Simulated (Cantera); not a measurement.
Input: 1 mol HMDSO, 0.4 mol N₂O, 0.26 mol H₂, 4.7 mol NO, equilibrated at 53.0 Pa.

Method: chemical equilibrium by Gibbs-energy minimisation in Cantera with the NASA 1993 tables (ideal gas, pure condensed phases). Candidate condensed phases: C, C₆H₆, C₇H₈, C₈H₁₈, H₂O, Si, SiC, SiO₂, Si₂N₂O, Si₃N₄; 151 gas species. The feed counts by its element totals alone. Mutual solubility and eutectic melting of coexisting phases are not modelled. The tables' values for SiN are old estimates; treat these amounts as uncertain. Gases not in the tables: Si₂H₆ and higher silanes. Kinetics and transport are ignored.

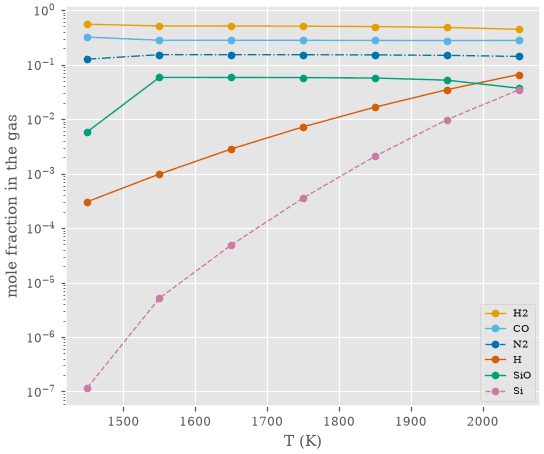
Equilibrium gas composition (values under 1e-9 drawn at 1e-9)

Question: Read off the mole fractions at 1650 K.

Answer: H₂ about 0.51, CO about 0.28, N₂ about 0.15, SiO about 0.058, H about 0.0028, Si about 4.9e-5.
